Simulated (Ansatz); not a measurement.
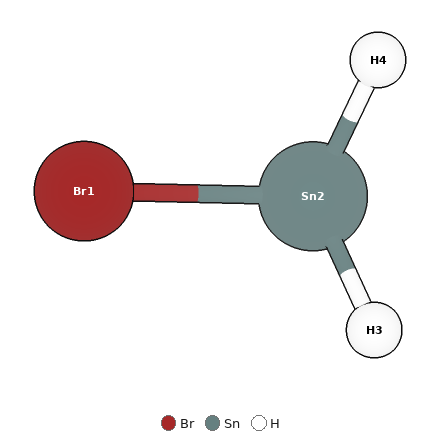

The system is BrH₂Sn, SMILES [Br][SnH2], spin multiplicity 2; the picture shows the reference structure. Coordinates scanned: (1) bond length Br1–Sn2; (2) bond length Sn2–H4. Nothing is relaxed (all other coordinates rigid). Grid: 15 × 15 points. Points are written as (first, second). Energies: kcal/mol, counted from the lowest grid point. These are results of UKS PBE0-D4/def2-TZVP (Ansatz 0.2.0), not measurements.

Its coordinates:

```xyz
4

Br   -2.0418    0.4341   -0.6031
Sn    0.3664   -0.1766   -0.3990
H     0.4150   -1.4949    0.7096
H     1.1414    1.2173    0.2533
```

Range: bond length Br1–Sn2 from 2.094 to 3.241 Å; bond length Sn2–H4 from 1.482 to 2.412 Å.

> What will the energy surface look like?

The lowest grid point is at (2.504 Å, 1.748 Å). It is the only kind of minimum in the scanned range. The highest grid point, (2.094 Å, 2.412 Å), lies 64.3 kcal/mol above the lowest. Round the minimum the two coordinates are nearly uncoupled.

```tsv
bond length Sn2–H4 ↓, bond length Br1–Sn2 →	2.094	2.176	2.258	2.340	2.422	2.504	2.585	2.667	2.749	2.831	2.913	2.995	3.077	3.159	3.241
2.412	64.3	48.0	37.4	31.2	28.1	27.4	28.2	30.3	33.1	36.5	40.2	44.2	48.2	52.2	56.0
2.346	61.2	44.9	34.4	28.2	25.1	24.4	25.3	27.4	30.3	33.7	37.4	41.4	45.4	49.4	53.3
2.279	57.9	41.6	31.1	24.9	21.9	21.2	22.1	24.2	27.1	30.6	34.3	38.3	42.3	46.3	50.2
2.213	54.5	38.2	27.8	21.6	18.6	17.9	18.8	20.9	23.9	27.3	31.1	35.1	39.1	43.2	47.1
2.146	51.2	34.9	24.4	18.2	15.2	14.5	15.4	17.6	20.5	24.0	27.8	31.8	35.9	39.9	43.8
2.080	48.0	31.7	21.2	15.0	12.0	11.3	12.2	14.4	17.3	20.8	24.6	28.6	32.7	36.7	40.6
2.014	45.0	28.6	18.1	11.9	8.9	8.2	9.1	11.3	14.2	17.7	21.6	25.6	29.6	33.7	37.6
1.947	42.2	25.8	15.2	9.0	6.0	5.3	6.2	8.4	11.4	14.9	18.7	22.7	26.8	30.8	34.8
1.881	39.8	23.4	12.8	6.6	3.5	2.8	3.8	6.0	8.9	12.5	16.3	20.3	24.4	28.5	32.4
1.814	38.1	21.6	11.0	4.7	1.7	1.0	1.9	4.1	7.1	10.6	14.5	18.5	22.6	26.7	30.7
1.748	37.2	20.7	10.0	3.8	0.7	0.0	1.0	3.1	6.1	9.7	13.6	17.6	21.7	25.8	29.8
1.681	37.5	20.9	10.2	4.0	0.9	0.2	1.2	3.3	6.3	9.9	13.8	17.9	22.0	26.1	30.1
1.615	39.4	22.7	12.0	5.7	2.6	1.9	2.9	5.0	8.1	11.6	15.5	19.6	23.8	27.9	31.9
1.548	43.3	26.6	15.8	9.5	6.4	5.7	6.7	8.8	11.9	15.4	19.4	23.5	27.6	31.8	35.8
1.482	49.8	33.0	22.2	15.9	12.8	12.0	13.0	15.2	18.2	21.8	25.7	29.9	34.1	38.2	42.3
```

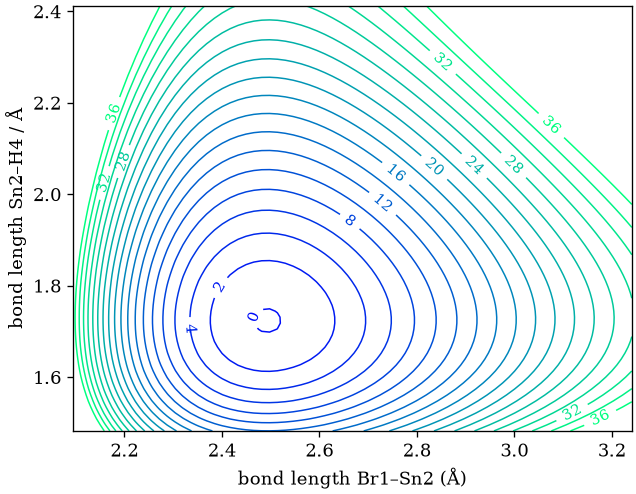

In the figure: contour lines labelled in kcal/mol (none above 36). Between grid points the surface is interpolated.

Each point was launched as `ansatz run input.yaml --threads 1 --pin off --max-ram 2560MiB --backend cpu --events-out ev --progress --plain --runs-dir out`. The whole map (225 points run) took 59 min on 1 thread of Arm Neoverse N1, on a shared host.
